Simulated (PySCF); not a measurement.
# B2H4F2 (SMILES [BH2-]1[F+][BH2-][F+]1): levels of theory compared

Aim: a comparison of 6 runs (HF/3-21G, HF/def2-SVP, HF/6-31+G*, B3LYP/STO-3G, SVWN5/6-31G*, wB97X/aug-cc-pVDZ) of B2H4F2. The job is set up through a Python script.

Program for the calculation: PySCF 2.14.0.

## 1. Starting point

B2H4F2: 8 atoms, total charge 0, spin state singlet. As SMILES, `[BH2-]1[F+][BH2-][F+]1`. Geometry: relaxed at PBE0-D4/def2-TZVP.

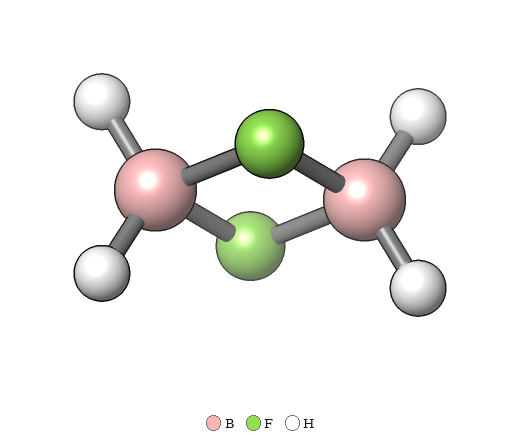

The structure, seen from a chosen angle (boron pink, fluorine green, hydrogen white).

## 2. Energy and forces at HF/3-21G (run 1)

Contents of job.py:

```python
# [BH2-]1[F+][BH2-][F+]1
import pyscf.grad
from pyscf import gto

system = gto.M(
    atom=[
    ('B', (-0.488000, 0.947300, -0.293800)),
    ('F', (0.637300, 0.536000, 0.670600)),
    ('B', (0.488000, -0.947200, 0.293900)),
    ('F', (-0.636800, -0.535900, -0.671100)),
    ('H', (-0.036000, 1.557300, -1.210300)),
    ('H', (-1.440200, 1.308400, 0.322000)),
    ('H', (1.440200, -1.309100, -0.321600)),
    ('H', (0.035400, -1.556800, 1.210300)),
],
    verbose=4,
    max_memory=1860,
    spin=0,
    basis='3-21g',
)

calc0 = system.RHF()
calc0.conv_tol = 1e-10
calc0.kernel()
if not calc0.converged:
    calc0 = calc0.newton().run(calc0.mo_coeff, calc0.mo_occ)

energy = calc0.e_tot
print('Final energy', energy)
grad = calc0.Gradients().kernel()
calc0.analyze()
```

Run with:

```sh
$ OMP_NUM_THREADS=1 python job.py
```

The program printed:

```text
PySCF version 2.14.0

[... 78 lines left out ...]
Two-electron Coulomb Energy =          241.100134731001248
[... 10 lines left out ...]
MO #8   energy= -0.849735385275872 occ= 2
[... 8 lines left out ...]
MO #17  energy= 0.177185765674149  occ= 0
[... 8 lines left out ...]
MO #26  energy= 0.609726662812293  occ= 0
[... 8 lines left out ...]
MO #35  energy= 1.44172828211589   occ= 0
[... 8 lines left out ...]
MO #44  energy= 4.13367135468177   occ= 0
[... 55 lines left out ...]
Dipole moment(X, Y, Z, Debye): -0.00018,  0.00067,  0.00069
```

It took 3.9 s on 1 thread of Intel Xeon Platinum 8259CL at 2.50GHz (Skylake/Cascade Lake), shared host; peak memory 0.12 GiB.

## 3. Energy and gradient at HF/def2-SVP (run 2)

Contents of run.py:

```python
import pyscf.grad
from pyscf import gto, scf

molecule = gto.M(
    atom='''
B     -0.488000     0.947300    -0.293800
F      0.637300     0.536000     0.670600
B      0.488000    -0.947200     0.293900
F     -0.636800    -0.535900    -0.671100
H     -0.036000     1.557300    -1.210300
H     -1.440200     1.308400     0.322000
H      1.440200    -1.309100    -0.321600
H      0.035400    -1.556800     1.210300
''',
    basis='def2-svp',
    max_memory=1860,
    verbose=3,
)

myscf = scf.RHF(molecule)
myscf.conv_tol = 1e-10
myscf.kernel()
if not myscf.converged:
    myscf = myscf.newton().run(myscf.mo_coeff, myscf.mo_occ)

e_tot = myscf.e_tot
print('E = %.10f Eh' % e_tot)
grad = myscf.Gradients().kernel()
dip = myscf.dip_moment()
pop, q = myscf.mulliken_pop()
```

Run with:

```sh
$ OMP_NUM_THREADS=1 python run.py
```

The program printed:

```text
converged SCF energy = -250.429748987602
[... 9 lines left out ...]
Dipole moment(X, Y, Z, Debye): -0.00009,  0.00070,  0.00058
[... 85 lines left out ...]
charge of    7H =     -0.11170
```

It took 9.6 s on 1 thread of Intel Xeon Platinum 8259CL at 2.50GHz (Skylake/Cascade Lake), shared host; peak memory 0.15 GiB.

Runs 3 to 5 aren't shown in full; the table further down has their settings and results.

## 4. Energy and forces at wB97X/aug-cc-pVDZ (run 6)

Contents of input.py:

```python
from pyscf import gto, dft

system = gto.M(
    atom='''
B   -0.488000   0.947300  -0.293800
F    0.637300   0.536000   0.670600
B    0.488000  -0.947200   0.293900
F   -0.636800  -0.535900  -0.671100
H   -0.036000   1.557300  -1.210300
H   -1.440200   1.308400   0.322000
H    1.440200  -1.309100  -0.321600
H    0.035400  -1.556800   1.210300
''',
    basis='aug-cc-pvdz',
    max_memory=1860,
    verbose=3,
)

calc0 = dft.RKS(system, xc='wb97x')
calc0.conv_tol = 1e-10
calc0.grids.level = 5
calc0.kernel()
if not calc0.converged:
    calc0 = calc0.newton().run(calc0.mo_coeff, calc0.mo_occ)

e_final = calc0.e_tot
print('Final energy', e_final)
grad = calc0.nuc_grad_method().kernel()
dip = calc0.dip_moment()
pop, q = calc0.mulliken_pop()
```

Run with:

```sh
$ OMP_NUM_THREADS=1 python input.py
```

The program printed:

```text
converged SCF energy = -251.809555934086
Final energy -251.8095559340859
[... 8 lines left out ...]
Dipole moment(X, Y, Z, Debye): -0.00000,  0.00060,  0.00035
[... 137 lines left out ...]
charge of    7H =      0.75713
```

Run time: 2.5 min. Hardware: 1 thread of Intel Xeon Platinum 8259CL at 2.50GHz (Skylake/Cascade Lake), shared host; peak memory 1.4 GiB.

## 5. The series

```csv
run,level,integration grid,energy (Eh),dipole moment (D),HOMO energy (eV),LUMO energy (eV),wall time
1,HF/3-21G,–,-249.311126,0.00,-13.20,4.82,3.9 s
2,HF/def2-SVP,–,-250.429749,0.00,-13.16,4.14,9.6 s
3,HF/6-31+G* (spherical functions),–,-250.632778,0.00,-13.13,1.72,12 s
4,B3LYP/STO-3G,5,-248.411939,0.00,-6.46,3.98,13 s
5,SVWN5/6-31G* (spherical functions),5,-249.964052,0.00,-7.36,-0.73,23 s
6,wB97X/aug-cc-pVDZ,5,-251.809556,0.00,-11.64,1.35,2.5 min
```

## 6. Summary of results

```
                       quantity          value
            run 6: total energy  -251.80956 Eh
           run 6: dipole moment         0.00 D
             run 6: HOMO energy      -11.64 eV
             run 6: LUMO energy        1.35 eV
           run 6: HOMO–LUMO gap       12.99 eV
run 6: largest force on an atom     0.881 eV/Å
```

What this shows: The HOMO–LUMO gap runs from 6.62 eV (SVWN5/6-31G*) to 18.02 eV (HF/3-21G). The two ends differ in method and basis. Totals of different functionals can't be ranked against each other. In run 4 the basis is minimal, so the values are rough. All runs together took 3.6 min, the longest 2.5 min.
